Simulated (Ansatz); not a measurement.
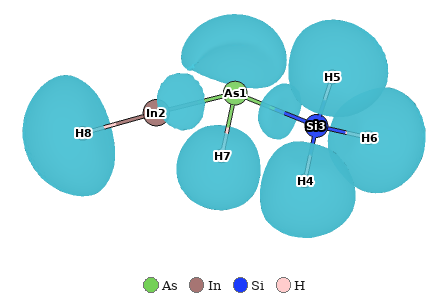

Figure 1: AsH5InSi (doublet). Isosurface of the ELF at 0.8 (cyan), seen from one side. Core shells and regions of very low density are left out.

Geometry: PBE-D3(BJ)/def2-SVP; core potentials replace the inner electrons of In.

The calculation used isolated molecule in a Gaussian basis; Kohn-Sham density functional theory, functional PBE0 (Ansatz).

Input

```
crystal:
  periodic: [false, false, false]
  atoms:
    - {symbol: As, position_ang: [0.232144, 0.354816, 0.875217]}
    - {symbol: In, position_ang: [0.268168, -0.184950, 3.533093]}
    - {symbol: Si, position_ang: [-2.123256, 0.033628, 0.707204]}
    - {symbol: H, position_ang: [-2.923991, 0.640653, 1.830322]}
    - {symbol: H, position_ang: [-2.376469, -1.449754, 0.692852]}
    - {symbol: H, position_ang: [-2.623236, 0.618642, -0.587643]}
    - {symbol: H, position_ang: [0.077807, 1.851403, 1.234247]}
    - {symbol: H, position_ang: [1.529008, 0.674256, 4.506645]}
basis:
  gaussian:
    orbitals: def2-TZVPD
total_charge: 0
magnetization:
  spin_polarized: true
  initial_magnetization: 1
hamiltonian:
  xc: pbe0
output: {forces: true, orbitals: {seedname: orbitals}}
```

Run with:

```sh
ansatz run input.yaml --threads 2 --pin off --max-ram 4350MiB --events-out events.jsonl --progress --plain --runs-dir runs
```

Question: Identify the bonds, lone pairs and shells in this picture.

Answer: At this value the surface marks out one region between bonded As–Si atoms (shared pairs), five regions around hydrogen nuclei, one lobe on As, pointing away from the bonds (non-bonding electrons) and one lobe on In, pointing away from the bonds (non-bonding electrons). Profiles from the grid: Si–As (2.38 Å): the ELF peaks at about 0.95 between the atoms (a covalent bond). In–As (2.71 Å): the ELF peaks at about 0.75 in the valence shell of As, 1.2 Å from its nucleus, and drops to about 0.20 between the two atoms.
